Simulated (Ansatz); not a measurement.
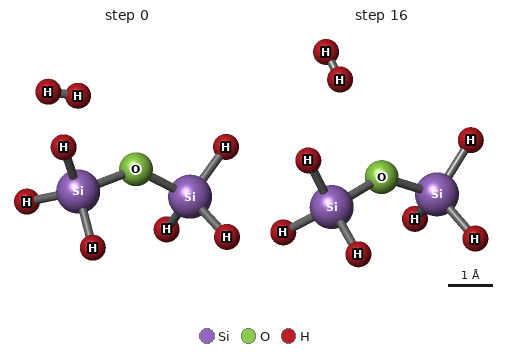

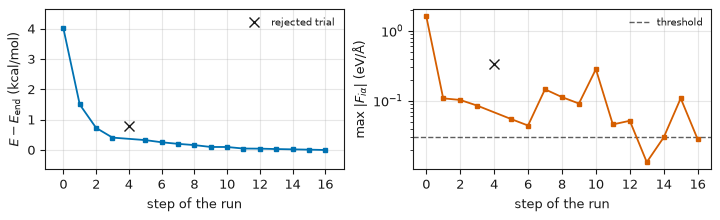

First and last geometry of a relaxation of Si2H8O, with the history of the run. A ball-and-stick model, seen at a tilt.

The run prepares an end point of a later path (reaction) calculation, from a guessed geometry.

Method: RKS PBE/def2-SVP (Ansatz). Settings: no spin polarisation; force threshold 0.03 eV/Å; at most 50 steps.

### What do the curves and the structures tell?

It converged. An H atom moves most after the best rigid fit: 1.32 Å. By element the largest moves are H 1.32 Å, Si 0.42 Å, O 0.28 Å. Some distances before and after: H–H 0.722 → 0.770 Å. Over 15 accepted moves (16 points after the start) the energy falls by 4.02 kcal/mol. Largest force component: 1.6 eV/Å at the start, 0.028 eV/Å at the end. The line search rejected the trial step at point 4 of the run. The forces were under the threshold at step 13, but the run went on from there.

Limits of the set-up: the start holds two separate molecules, 2.2 Å apart at their closest, whose relative position is a soft coordinate and is computed without a dispersion correction.
